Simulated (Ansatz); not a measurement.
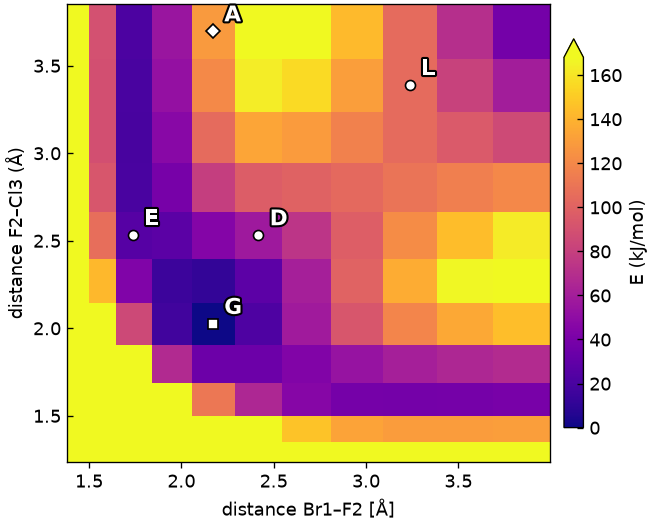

The system Br⁻ + FCl. First axis: distance Br1–F2. Second axis: distance F2–Cl3. Nothing is relaxed (the angle Br1–F2–Cl3 is fixed at 180 degrees). Grid: 11 × 11 points. Energies are in kJ/mol, from the lowest grid point. Energies and slopes of some neighbouring points disagree (a jump in structure or state, or too coarse a mesh). The restricted reference is unstable at some or all points, so the energies there are unreliable. The calculation used RHF-MP2, frozen core/def2-TZVPD in Ansatz.

The picture shows one coloured cell a grid point, one colour for all values above the top of the scale, lettered points.

Is L the lowest point of the computed grid?

Answer. No. L lies 105 kJ/mol above the lowest grid point, which is at distance Br1–F2 = 2.169 Å, distance F2–Cl3 = 2.025 Å.

Rank the lettered points by energy, lowest first.

Answer. G (0 kJ/mol), E (25 kJ/mol), D (57 kJ/mol), L (105 kJ/mol), A (129 kJ/mol).
